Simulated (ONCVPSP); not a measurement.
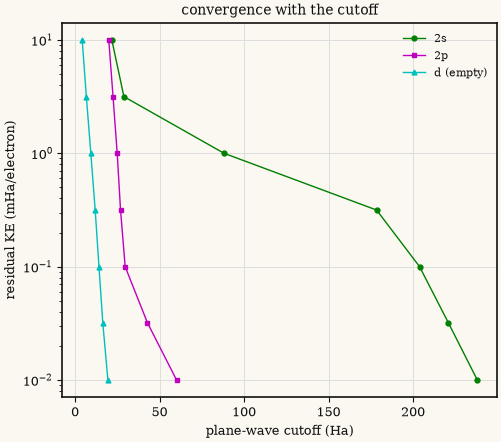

Residual kinetic energy of the pseudo-waves (the first of each channel, and further valence shells) beyond the plane-wave cutoff, as the generator prints it.

Input of ONCVPSP 4.0.1:

```
# ATOM AND REFERENCE CONFIGURATION
# atsym  z   nc   nv     iexc    psfile
  O 8.00    1    2  -001012      upf
#
#   n    l    f
    1    0    2.00
    2    0    2.00
    2    1    3.00
#
# PSEUDOPOTENTIAL AND OPTIMIZATION
# lmax
    2
#
#   l,   rc,      ep,       ncon, nbas, qcut
    0    0.90    0.00    4    8    7.30
    1    1.55    0.00    4    7    7.70
    2    1.70    0.17    4    8    6.00
#
# LOCAL POTENTIAL
# lloc, lpopt,  rc(5),   dvloc0
    0    5    0.90    0.00
#
# VANDERBILT-KLEINMAN-BYLANDER PROJECTORs
# l, nproj, debl
    0    0    2.00
    1    2    3.40
    2    2    0.50
#
# MODEL CORE CHARGE
# icmod, fcfact, rcfact
    0    0.00    0.00
#
# LOG DERIVATIVE ANALYSIS
# epsh1, epsh2, depsh
   -3.00    5.00    0.02
#
# OUTPUT GRID
# rlmax, drl
    6.00    0.01
#
# TEST CONFIGURATIONS
# ncnf
    4
# nvcnf
#   n    l    f
    2
    2    0    2.00
    2    1    4.00
#
    2
    2    0    2.00
    2    1    2.00
#
    2
    2    0    2.00
    2    1    1.00
#
    2
    2    0    0.00
    2    1    6.00
#
```

Launched with:
```bash
oncvpsp.x < O.dat > O.out
```

Functional and relativity: LDA (Perdew-Wang 92), scalar-relativistic.

Read the cutoffs for an error of 1 mHa per electron.

Answer. 2s: 88 Ha; 2p: 25 Ha; d (empty): 9.4 Ha.

Which cutoffs does the potential need for its occupied states?

Answer. 88 Ha for 1 mHa and 204 Ha for 0.1 mHa per electron. The first is set by 2s.

Which wave is the hardest at 1 mHa per electron, and which settings govern it?

Answer. 2s, with rc = 0.90 bohr and qcut = 7.3 1/bohr. The optimisation minimises, but can't always remove, the kinetic energy above qcut²/2 = 26.6 Ha, and a larger rc would as a rule soften the wave at some cost in transferability.
